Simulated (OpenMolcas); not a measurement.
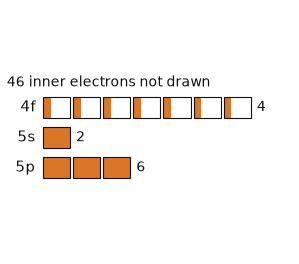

The outer shells of the leading configuration of the lowest level: a box for each of the 2l + 1 orbitals, shaded by the share of the shell that is filled, with the electron count at the right.

## Run report: Pm³⁺ complex, multiconfigurational calculation (part 1 of 2)

System: Pm³⁺ with 6 ligands (O; octahedron, 2.49 Å), neutralised by 6 outer point charges of +1.5 e, whose field is part of the energies.
Method: state-averaged CASSCF, active space 4 electrons in the shell 4f, basis ANO-RCC-VDZP on the metal and ANO-RCC-VDZP on the ligands, DKH2 scalar Hamiltonian, spin-orbit coupling by RASSI with atomic mean-field integrals (OpenMolcas).

### Log (extracts)
```
--- SEWARD ---
Basis set label: PM.ANO-RCC...7S6P4D2F1G.

      Electronic valence basis set:
      ------------------
      Associated Effective Charge  61.000000 au
      Associated Actual Charge     61.000000 au
      Nuclear Model: Point charge

      Shell  nPrim  nBasis  Cartesian Spherical Contaminant
         s      25       7        X
         p      22       6        X
         d      15       4                 X
         f      11       2                 X
         g       4       1                 X
                  Relativistic Douglas-Kroll-Hess integrals:
                    - DKH order of Hamiltonian: 2
                    - DKH order of Properties : 0
                  Atomic mean-field integrals
--- RASSCF ---
Wave function specifications:
      -----------------------------

      Number of closed shell electrons         114
      Number of electrons in active shells       4
      Max number of holes in RAS1 space          0
      Max nr of electrons in RAS3 space          0
      Number of inactive orbitals               57
      Number of active orbitals                  7
      Number of secondary orbitals              88
      Spin quantum number                      2.0
      State symmetry                             1
Orbital specifications:
      -----------------------

      Symmetry species                           1   2
                                                ag  au
      Frozen orbitals                            0   0
      Inactive orbitals                         30  27
      Active orbitals                            0   7
      RAS1 orbitals                              0   0
      RAS2 orbitals                              0   7
      RAS3 orbitals                              0   0
      Secondary orbitals                        48  40
      Deleted orbitals                           0   0
      Number of basis functions                 78  74
      Number of CSFs                            35
      Number of root(s) required                35
      Iter CI   SX   CI       RASSCF       Energy    max ROT     max BLB   max BLB  Level Ln srch  Step   QN
          iter iter root      energy       change     param      element    value   shift minimum  type update
 Nr of preliminary CI iterations:   1
      Total energies have been shifted. Add               -10000.00 au
        1   1    9    0  -461.54287489    0.00E+00   8.94E-02   17  51 2 -6.64E-01*  1.13   0.00    SX    NO
        2   1   10    0  -463.97452230   -2.43E+00* -7.21E-02   15  49 2 -3.35E-01*  0.83   0.00    SX    NO
        3   1   11    0  -464.69767469   -7.23E-01* -2.65E-02   15  49 2 -9.11E-02*  0.92   0.00    SX    NO
        4   1   10    0  -464.79837015   -1.01E-01* -2.42E-02   14  48 2  6.49E-02*  0.93   0.00    SX    NO
        5   1   10    0  -464.83807958   -3.97E-02* -2.91E-02   27  44 2 -5.66E-02*  0.93   2.50    LS   YES
        6   1   10    0  -464.86847375   -3.04E-02* -2.53E-02   27  44 2 -4.66E-02*  0.94   2.05    LS   YES
        7   1   10    0  -464.87916091   -1.07E-02*  2.23E-02   24  66 2 -4.48E-02*  0.94   1.21    QN   YES
        8   1   10    0  -464.89123317   -1.21E-02*  2.82E-02   24  66 2 -3.48E-02*  0.93   2.50    LS   YES
        9   1    9    0  -464.89987709   -8.64E-03*  1.65E-02   14  48 2 -2.20E-02*  0.92   1.66    QN   YES
       10   1    9    0  -464.90439826   -4.52E-03*  7.85E-03   20  42 2  7.46E-03*  0.92   1.39    QN   YES
       11   1    9    0  -464.90558030   -1.18E-03*  5.93E-03   20  42 2  5.84E-03*  0.92   1.63    QN   YES
       12   1    9    0  -464.90617956   -5.99E-04*  3.39E-03   24  66 2  3.90E-03*  0.92   1.52    QN   YES
       13   1    8    0  -464.90640491   -2.25E-04*  1.75E-03   30  33 1  2.20E-03*  0.92   1.44    QN   YES
       14   1    7    0  -464.90647033   -6.54E-05*  5.96E-04   30  33 1  1.00E-03*  0.92   1.38    QN   YES
       15   1    7    0  -464.90648539   -1.51E-05* -1.94E-04   24  66 2 -5.47E-04*  0.92   1.33    QN   YES
       16   1    6    0  -464.90648817   -2.78E-06* -1.13E-04   19  31 1 -2.09E-04*  0.92   1.31    QN   YES
       17   1    6    0  -464.90648867   -5.02E-07* -5.50E-05   25  32 1 -8.83E-05   0.92   1.35    QN   YES
       18   1    6    0  -464.90648879   -1.11E-07* -2.14E-05   24  66 2  4.65E-05   0.92   1.36    QN   YES
       19   1    5    0  -464.90648881   -2.47E-08* -1.15E-05   15  45 2 -1.79E-05   0.92   1.34    QN   YES
       20   1    5    0  -464.90648882   -5.12E-09   8.63E-06   18  45 1  1.02E-05   0.92   1.37    QN   YES
      Convergence after 20 iterations
       21   1    5    0  -464.90648882   -1.37E-09   8.63E-06   15  42 2 -7.16E-06   0.92   1.37    QN   YES
      Natural orbitals and occupation numbers for root  1
      sym 2:   0.573479   0.799669   0.493298   0.493298   0.493298   0.573479   0.573479
      Natural orbitals and occupation numbers for root  2
      sym 2:   0.436084   0.802875   0.241885   0.531923   0.861633   0.625731   0.499870
      Natural orbitals and occupation numbers for root  3
      sym 2:   0.812628   0.443389   0.965094   0.333902   0.192511   0.675546   0.576929
::    RASSCF root number  1 Total energy: -10464.97585698
::    RASSCF root number  2 Total energy: -10464.97566757
::    RASSCF root number  3 Total energy: -10464.97566757
::    RASSCF root number  4 Total energy: -10464.97566757
::    RASSCF root number  5 Total energy: -10464.97563397
::    RASSCF root number  6 Total energy: -10464.97563397
::    RASSCF root number  7 Total energy: -10464.97563397
::    RASSCF root number  8 Total energy: -10464.97443873
::    RASSCF root number  9 Total energy: -10464.97443873
::    RASSCF root number 10 Total energy: -10464.97432550
::    RASSCF root number 11 Total energy: -10464.97432550
::    RASSCF root number 12 Total energy: -10464.97432550
::    RASSCF root number 13 Total energy: -10464.97413280
::    RASSCF root number 14 Total energy: -10464.90777155
::    RASSCF root number 15 Total energy: -10464.90686524
::    RASSCF root number 16 Total energy: -10464.90686524
::    RASSCF root number 17 Total energy: -10464.90686524
::    RASSCF root number 18 Total energy: -10464.90660883
::    RASSCF root number 19 Total energy: -10464.90568309
::    RASSCF root number 20 Total energy: -10464.90568309
::    RASSCF root number 21 Total energy: -10464.90568309
::    RASSCF root number 22 Total energy: -10464.86904028
::    RASSCF root number 23 Total energy: -10464.86806708
::    RASSCF root number 24 Total energy: -10464.86806708
::    RASSCF root number 25 Total energy: -10464.86806708
::    RASSCF root number 26 Total energy: -10464.86729483
::    RASSCF root number 27 Total energy: -10464.86729483
::    RASSCF root number 28 Total energy: -10464.86591597
::    RASSCF root number 29 Total energy: -10464.86591597
::    RASSCF root number 30 Total energy: -10464.86591597
--- RASSCF ---
Wave function specifications:
      -----------------------------

      Number of closed shell electrons         114
      Number of electrons in active shells       4
      Max number of holes in RAS1 space          0
      Max nr of electrons in RAS3 space          0
      Number of inactive orbitals               57
      Number of active orbitals                  7
      Number of secondary orbitals              88
      Spin quantum number                      1.0
      State symmetry                             1
Orbital specifications:
      -----------------------

      Symmetry species                           1   2
                                                ag  au
      Frozen orbitals                            0   0
      Inactive orbitals                         30  27
      Active orbitals                            0   7
      RAS1 orbitals                              0   0
      RAS2 orbitals                              0   7
      RAS3 orbitals                              0   0
      Secondary orbitals                        48  40
      Deleted orbitals                           0   0
      Number of basis functions                 78  74
      Number of CSFs                           210
      Number of root(s) required               162
      Iter CI   SX   CI       RASSCF       Energy    max ROT     max BLB   max BLB  Level Ln srch  Step   QN
          iter iter root      energy       change     param      element    value   shift minimum  type update
 Nr of preliminary CI iterations:   1
        1   1    0    0-10464.81323188    0.00E+00   0.00E+00   31  38 2 -7.73E-03*  0.00   0.00    SX    NO
      Natural orbitals and occupation numbers for root  1
      sym 2:   0.545626   0.548153   0.609229   0.528727   0.608041   0.574980   0.585243
      Natural orbitals and occupation numbers for root  2
      sym 2:   0.604762   0.585243   0.530831   0.555854   0.545299   0.600617   0.577393
      Natural orbitals and occupation numbers for root  3
      sym 2:   0.603799   0.585243   0.531805   0.597580   0.555309   0.547402   0.578862
::    RASSCF root number  1 Total energy: -10464.89356055
::    RASSCF root number  2 Total energy: -10464.89356055
::    RASSCF root number  3 Total energy: -10464.89356055
::    RASSCF root number  4 Total energy: -10464.89350357
::    RASSCF root number  5 Total energy: -10464.89350357
::    RASSCF root number  6 Total energy: -10464.89350357
::    RASSCF root number  7 Total energy: -10464.89332989
::    RASSCF root number  8 Total energy: -10464.89318045
::    RASSCF root number  9 Total energy: -10464.89318045
::    RASSCF root number 10 Total energy: -10464.89318045
::    RASSCF root number 11 Total energy: -10464.89313310
::    RASSCF root number 12 Total energy: -10464.89313310
::    RASSCF root number 13 Total energy: -10464.89309599
::    RASSCF root number 14 Total energy: -10464.89309599
::    RASSCF root number 15 Total energy: -10464.89309599
::    RASSCF root number 16 Total energy: -10464.87164783
::    RASSCF root number 17 Total energy: -10464.87164783
::    RASSCF root number 18 Total energy: -10464.87164783
::    RASSCF root number 19 Total energy: -10464.87143979
::    RASSCF root number 20 Total energy: -10464.87143979
::    RASSCF root number 21 Total energy: -10464.86991575
::    RASSCF root number 22 Total energy: -10464.86991575
::    RASSCF root number 23 Total energy: -10464.86991575
::    RASSCF root number 24 Total energy: -10464.86947084
::    RASSCF root number 25 Total energy: -10464.86947084
::    RASSCF root number 26 Total energy: -10464.86947084
::    RASSCF root number 27 Total energy: -10464.86294964
::    RASSCF root number 28 Total energy: -10464.86294964
::    RASSCF root number 29 Total energy: -10464.86294964
::    RASSCF root number 30 Total energy: -10464.86258542
--- RASSCF ---
Wave function specifications:
      -----------------------------

      Number of closed shell electrons         114
      Number of electrons in active shells       4
      Max number of holes in RAS1 space          0
      Max nr of electrons in RAS3 space          0
      Number of inactive orbitals               57
      Number of active orbitals                  7
      Number of secondary orbitals              88
      Spin quantum number                      0.0
      State symmetry                             1
Orbital specifications:
      -----------------------

      Symmetry species                           1   2
                                                ag  au
      Frozen orbitals                            0   0
      Inactive orbitals                         30  27
      Active orbitals                            0   7
      RAS1 orbitals                              0   0
      RAS2 orbitals                              0   7
      RAS3 orbitals                              0   0
      Secondary orbitals                        48  40
      Deleted orbitals                           0   0
      Number of basis functions                 78  74
      Number of CSFs                           196
      Number of root(s) required               162
      Iter CI   SX   CI       RASSCF       Energy    max ROT     max BLB   max BLB  Level Ln srch  Step   QN
          iter iter root      energy       change     param      element    value   shift minimum  type update
 Nr of preliminary CI iterations:   1
        1   1    0    0-10464.74406034    0.00E+00   0.00E+00   31  38 2 -1.35E-02*  0.00   0.00    SX    NO
      Natural orbitals and occupation numbers for root  1
      sym 2:   0.818935   0.307887   0.475462   0.245891   0.666947   0.599199   0.885678
      Natural orbitals and occupation numbers for root  2
      sym 2:   0.770352   0.307887   0.282988   0.642822   0.396659   0.905748   0.693543
      Natural orbitals and occupation numbers for root  3
      sym 2:   0.843973   0.307317   0.554126   0.231134   0.557037   0.662691   0.843722
::    RASSCF root number  1 Total energy: -10464.84358794
::    RASSCF root number  2 Total energy: -10464.84358794
::    RASSCF root number  3 Total energy: -10464.84356788
::    RASSCF root number  4 Total energy: -10464.84356788
::    RASSCF root number  5 Total energy: -10464.84356788
::    RASSCF root number  6 Total energy: -10464.84350551
::    RASSCF root number  7 Total energy: -10464.84350551
::    RASSCF root number  8 Total energy: -10464.84350551
::    RASSCF root number  9 Total energy: -10464.84319045
::    RASSCF root number 10 Total energy: -10464.84319045
::    RASSCF root number 11 Total energy: -10464.84317639
::    RASSCF root number 12 Total energy: -10464.84317639
::    RASSCF root number 13 Total energy: -10464.84317639
::    RASSCF root number 14 Total energy: -10464.84317615
::    RASSCF root number 15 Total energy: -10464.84304557
::    RASSCF root number 16 Total energy: -10464.84304557
::    RASSCF root number 17 Total energy: -10464.84304557
::    RASSCF root number 18 Total energy: -10464.82860422
::    RASSCF root number 19 Total energy: -10464.82860422
::    RASSCF root number 20 Total energy: -10464.82836043
::    RASSCF root number 21 Total energy: -10464.82836043
::    RASSCF root number 22 Total energy: -10464.82836043
::    RASSCF root number 23 Total energy: -10464.81883887
::    RASSCF root number 24 Total energy: -10464.81883887
::    RASSCF root number 25 Total energy: -10464.81883887
::    RASSCF root number 26 Total energy: -10464.81670927
::    RASSCF root number 27 Total energy: -10464.81670927
::    RASSCF root number 28 Total energy: -10464.81587504
::    RASSCF root number 29 Total energy: -10464.81587504
::    RASSCF root number 30 Total energy: -10464.81587504
```

(Continued in part 2.) Outcome of the run: converged.
